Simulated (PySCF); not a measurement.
# Tm(CH3)2: other functionals and bases at one geometry

Aim: see how levels, charges and forces of Tm(CH3)2 depend on the level of theory. The structure is generated, not taken from experiment.

Computed with PySCF 2.14.0. Level: several levels, as the steps say, no spin–orbit coupling.

1 further run of the same task is left out (for a known fault of the program).

## 1. Starting geometry

9 atoms, charge 0, spin multiplicity 1.

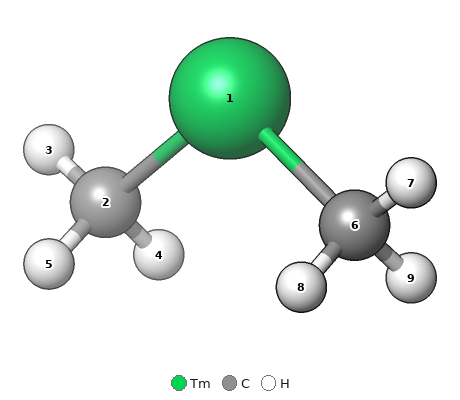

The structure; thulium green, carbon grey, hydrogen white; atoms are numbered from 1 in the order of the file.

Geometry (Å):

```
Tm    0.00000    0.00000   -0.50855
C     2.10292    0.00000    0.84110
H     3.06031    0.00000    0.28530
H     2.13172    0.88307    1.50952
H     2.13172   -0.88307    1.50952
C    -2.10292    0.00000    0.84110
H    -3.06031    0.00000    0.28530
H    -2.13172   -0.88307    1.50952
H    -2.13172    0.88307    1.50952
```

Formal oxidation states: Tm +2. Each metal's 13 4f electrons lie in its core potential, so multiplicities, spins and levels count the valence alone. An earlier session relaxed this geometry at PBE0, Tm lcecp-0-SVP with ECP59, C def2-SVP, H def2-SVP (singlet, point group C2v).

At PBE0 on the finer grid: E = -112.063757 Eh, frontier levels not given, since the 4f levels lie in the core, Mulliken charge on Tm1 +0.71 e, largest force component 0.011 eV/Å. 

Levels to run: TPSS; BLYP; PBE0, TZVP. Hardware: 2 threads of Arm Neoverse V2, shared host.

## 2. TPSS

run.py (the lines that set the calculation) reads:

```python
mol = gto.M(atom='''
Tm     0.00000     0.00000    -0.50855
C      2.10292     0.00000     0.84110
H      3.06031     0.00000     0.28530
H      2.13172     0.88307     1.50952
H      2.13172    -0.88307     1.50952
C     -2.10292     0.00000     0.84110
H     -3.06031     0.00000     0.28530
H     -2.13172    -0.88307     1.50952
H     -2.13172     0.88307     1.50952''',
    basis={'Tm': 'lcecp-0-SVP', 'C': 'def2-SVP', 'H': 'def2-SVP'},
    ecp={'Tm': 'lcecp-0-SVP'},
    charge=0, spin=0)
mf = dft.RKS(mol, xc='TPSS')
mf.grids.atom_grid = (75, 302)  # f atoms: unpruned, at least (60, 302)
mf = mf.density_fit()  # fitting sets: Tm AutoAux, C def2-universal-JKFIT, H def2-universal-JKFIT
mf.conv_tol = 1e-08; mf.max_cycle = 55
mf.kernel(dm0)  # dm0: the density of the relaxed state
```

Command:

```console
OMP_NUM_THREADS=2 python run.py
```

Output:

```text
init E= -112.20356913433
cycle= 1 E= -112.204929484501  delta_E= -0.00136  |g|= 0.0234  |ddm|= 0.157
cycle= 2 E= -112.204440670356  delta_E= 0.000489  |g|= 0.0454  |ddm|= 0.0985
cycle= 3 E= -112.205109566034  delta_E= -0.000669  |g|= 0.00148  |ddm|= 0.0631
cycle= 4 E= -112.205110225373  delta_E= -6.59e-07  |g|= 0.000399  |ddm|= 0.00318
cycle= 5 E= -112.205110277773  delta_E= -5.24e-08  |g|= 6.57e-05  |ddm|= 0.000851
cycle= 6 E= -112.20511027927  delta_E= -1.5e-09  |g|= 8.9e-06  |ddm|= 0.000109
Extra cycle  E= -112.205110279238  delta_E= 3.2e-11  |g|= 1.34e-05  |ddm|= 3.62e-05
converged SCF energy = -112.205110279238
```

It took 6.5 s on 2 threads of Arm Neoverse V2, shared host.

Read off: E = -112.205110 Eh, frontier levels not given, since the 4f levels lie in the core, Mulliken charge on Tm1 +0.66 e, largest force component 0.199 eV/Å. 

## 3. BLYP

Changes to run.py (the lines that set the calculation) since step 2:

```diff
@@ -13,3 +13,3 @@
     charge=0, spin=0)
-mf = dft.RKS(mol, xc='TPSS')
+mf = dft.RKS(mol, xc='BLYP')
 mf.grids.atom_grid = (75, 302)  # f atoms: unpruned, at least (60, 302)
```

Command:

```console
OMP_NUM_THREADS=2 python run.py
```

Output:

```text
init E= -112.094801407188
cycle= 1 E= -112.098188129765  delta_E= -0.00339  |g|= 0.0481  |ddm|= 0.447
cycle= 2 E= -112.094669352373  delta_E= 0.00352  |g|= 0.114  |ddm|= 0.325
cycle= 3 E= -112.099313273447  delta_E= -0.00464  |g|= 0.0107  |ddm|= 0.169
cycle= 4 E= -112.099377511558  delta_E= -6.42e-05  |g|= 0.00183  |ddm|= 0.0333
cycle= 5 E= -112.0993786527  delta_E= -1.14e-06  |g|= 0.000258  |ddm|= 0.00304
cycle= 6 E= -112.099378675873  delta_E= -2.32e-08  |g|= 2.86e-05  |ddm|= 0.00047
cycle= 7 E= -112.099378676133  delta_E= -2.59e-10  |g|= 6.1e-06  |ddm|= 4.97e-05
Extra cycle  E= -112.09937867611  delta_E= 2.29e-11  |g|= 1.03e-05  |ddm|= 3.22e-05
converged SCF energy = -112.09937867611
```

It took 4.4 s on 2 threads of Arm Neoverse V2, shared host.

Read off: E = -112.099379 Eh, frontier levels not given, since the 4f levels lie in the core, Mulliken charge on Tm1 +0.54 e, largest force component 0.375 eV/Å. 

## 4. PBE0, TZVP

Basis: Tm lcecp-0-TZVP with ECP59, C def2-TZVP, H def2-TZVP. 

Changes to run.py (the lines that set the calculation) since step 3:

```diff
@@ -10,6 +10,6 @@
 H     -2.13172     0.88307     1.50952''',
-    basis={'Tm': 'lcecp-0-SVP', 'C': 'def2-SVP', 'H': 'def2-SVP'},
-    ecp={'Tm': 'lcecp-0-SVP'},
+    basis={'Tm': 'lcecp-0-TZVP', 'C': 'def2-TZVP', 'H': 'def2-TZVP'},
+    ecp={'Tm': 'lcecp-0-TZVP'},
     charge=0, spin=0)
-mf = dft.RKS(mol, xc='BLYP')
+mf = dft.RKS(mol, xc='PBE0')
 mf.grids.atom_grid = (75, 302)  # f atoms: unpruned, at least (60, 302)
@@ -17,2 +17,2 @@
 mf.conv_tol = 1e-08; mf.max_cycle = 55
-mf.kernel(dm0)  # dm0: the density of the relaxed state
+mf.kernel(dm0)  # dm0: free metal ions and neutral atoms
```

Command:

```console
OMP_NUM_THREADS=2 python run.py
```

Output:

```text
init E= -116.387769517521
cycle= 1 E= -111.209939657451  delta_E= 5.18  |g|= 1.74  |ddm|= 3.35
cycle= 2 E= -110.951603592636  delta_E= 0.258  |g|= 2.21  |ddm|= 3.43
cycle= 3 E= -112.126679987575  delta_E= -1.18  |g|= 0.255  |ddm|= 1.42
cycle= 4 E= -112.153316908236  delta_E= -0.0266  |g|= 0.0804  |ddm|= 0.659
cycle= 5 E= -112.155393917648  delta_E= -0.00208  |g|= 0.019  |ddm|= 0.121
cycle= 6 E= -112.15550129348  delta_E= -0.000107  |g|= 0.00205  |ddm|= 0.0208
cycle= 7 E= -112.155503074003  delta_E= -1.78e-06  |g|= 0.000793  |ddm|= 0.00414
cycle= 8 E= -112.155503300686  delta_E= -2.27e-07  |g|= 0.000143  |ddm|= 0.00133
cycle= 9 E= -112.155503312831  delta_E= -1.21e-08  |g|= 4.65e-05  |ddm|= 0.000391
cycle= 10 E= -112.155503313818  delta_E= -9.87e-10  |g|= 4.81e-06  |ddm|= 0.000119
Extra cycle  E= -112.155503313822  delta_E= -4.12e-12  |g|= 5.37e-06  |ddm|= 1.38e-05
converged SCF energy = -112.155503313822
```

Run time: 9.4 s. Hardware: 2 threads of Arm Neoverse V2, shared host.

Read off: E = -112.155503 Eh, frontier levels not given, since the 4f levels lie in the core, Mulliken charge on Tm1 +1.21 e, largest force component 0.240 eV/Å. 

## 5. All levels side by side

| level | state | charge on Tm1 (e) | dipole (D) | largest force (eV/Å) | basis functions | time |
| --- | --- | --- | --- | --- | --- | --- |
| PBE0 (relaxed here) | singlet | 0.71 | 5.70 | 0.01 | 89 | 11 s |
| TPSS | singlet | 0.66 | 5.44 | 0.20 | 89 | 6.5 s |
| BLYP | singlet | 0.54 | 4.85 | 0.37 | 89 | 4.4 s |
| PBE0, TZVP | singlet | 1.21 | 5.98 | 0.24 | 145 | 9.4 s |

Times are on 2 threads of Arm Neoverse V2, shared host; the first row also made further properties.

The largest leftover force, 0.37 eV/Å with BLYP, stands at a geometry relaxed at another level. The Mulliken charge on Tm spans +0.54 to +1.21 e over the levels. With 4f in the core, its levels are missing from HOMO and gap. Total energies of different levels can't be compared. Spin–orbit coupling is left out throughout.
